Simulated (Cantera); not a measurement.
Input: 1 mol NF₃, a varied amount of H₂, held at 2925 °C and 133 Pa.

Method: chemical equilibrium by Gibbs-energy minimisation in Cantera with the NASA 1993 tables (ideal gas, pure condensed phases). Kinetics and transport are ignored.

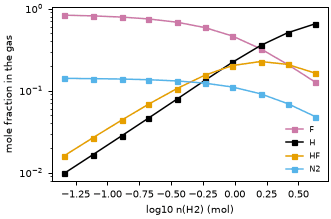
Fig. 1. Equilibrium gas composition (values under 1e-9 drawn at 1e-9)

From 0.046 mol H₂ to 4.3 mol H₂ nothing is condensed.
